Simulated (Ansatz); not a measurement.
## Electronic structure of CH₇AsOSi in real space

The calculation's input:

```
crystal:
  periodic: [false, false, false]
  atoms:
    - {symbol: C, position_ang: [0.193591, 2.189853, -0.128046]}
    - {symbol: O, position_ang: [-0.282974, 0.873548, 0.029543]}
    - {symbol: As, position_ang: [0.992466, -0.362198, 0.371936]}
    - {symbol: Si, position_ang: [-0.560171, -2.154922, 0.331480]}
    - {symbol: H, position_ang: [-0.676259, 2.849163, -0.167004]}
    - {symbol: H, position_ang: [0.760629, 2.308224, -1.060713]}
    - {symbol: H, position_ang: [0.831969, 2.503519, 0.707974]}
    - {symbol: H, position_ang: [1.401055, -0.646868, -1.084204]}
    - {symbol: H, position_ang: [-1.363777, -2.125251, 1.579743]}
    - {symbol: H, position_ang: [-1.456872, -2.074404, -0.848404]}
    - {symbol: H, position_ang: [0.225843, -3.417667, 0.288294]}
basis:
  gaussian: {orbitals: def2-TZVPP}
hamiltonian: {xc: pbe0, dispersion: d4}
output: {orbitals: {seedname: orbitals}}
```

Launched as:

```sh
ansatz run in.yaml --threads 2 --pin off --events-out ev --progress --plain --max-ram 32768MiB --backend cpu
```

Geometry: PBE0-D4/def2-TZVP.

Theory: RKS PBE0-D4/def2-TZVPP in Ansatz.

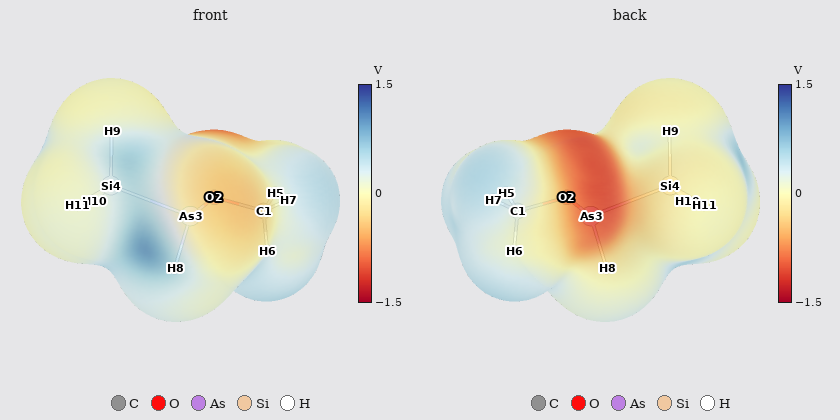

Figure 1. The molecular electrostatic potential painted on the density surface at 0.001 e/bohr³, seen from the front and from behind; the colour scale runs from red (negative) to blue (positive).

Describe the electrostatic potential map.

Answer. The most negative region (about −1.1 V, or −25 kcal/mol for a unit charge) lies over O2, the most positive (about +0.9 V, or +21 kcal/mol for a unit charge) over As3 and Si4. O2 is the likeliest acceptor of a hydrogen bond.

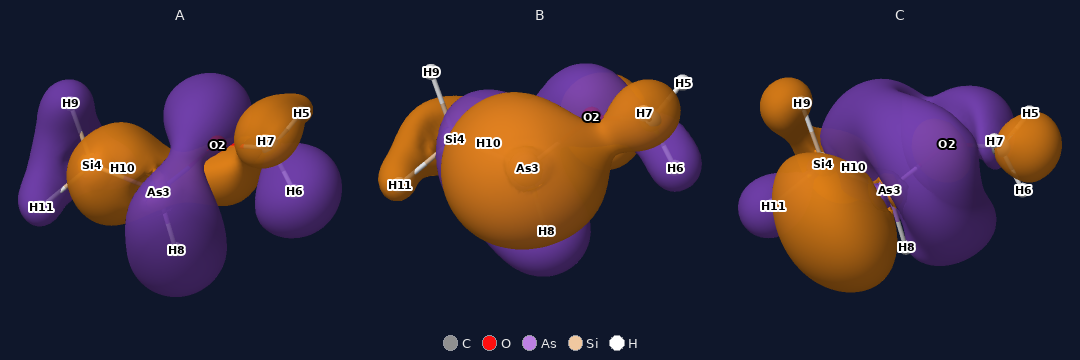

Figure 2. Three frontier orbitals at ±0.06 Å⁻³ᐟ² (orange and purple are the two phases), in no order.

Which picture is the HOMO−1, the HOMO and the LUMO?

Answer. A is the HOMO−1 (−7.99 eV). Its weight (Hirshfeld) is mainly on O2 (about 40 %), As3 (about 20 %), Si4 (about 10 %), C1 (about 10 %), H8 (about 5 %) and H6 (about 5 %). B is the HOMO (−7.00 eV). It lies mainly on As3 (about 50 %), O2 (about 20 %) and Si4 (about 10 %). C is the LUMO (−0.72 eV). Its weight (Hirshfeld) is mainly on As3 (about 50 %), Si4 (about 15 %) and O2 (about 15 %).

What is the HOMO–LUMO gap?

Answer. 6.28 eV between the orbital energies.

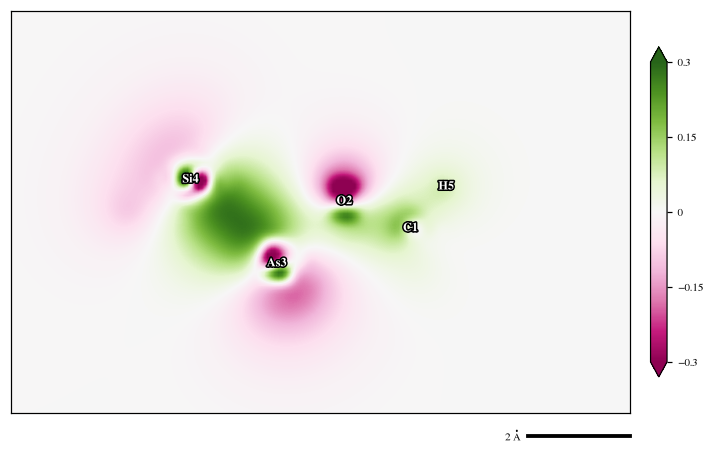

Figure 3. The HOMO−1 on the plane of atoms O2, As3 and Si4 (values in Å⁻³ᐟ²; the overall sign is arbitrary).

Describe this orbital and give its energy.

Answer. It lies mainly on O2 (about 40 %), As3 (about 20 %), Si4 (about 10 %), C1 (about 10 %), H8 (about 5 %) and H6 (about 5 %). Its energy is −7.99 eV.
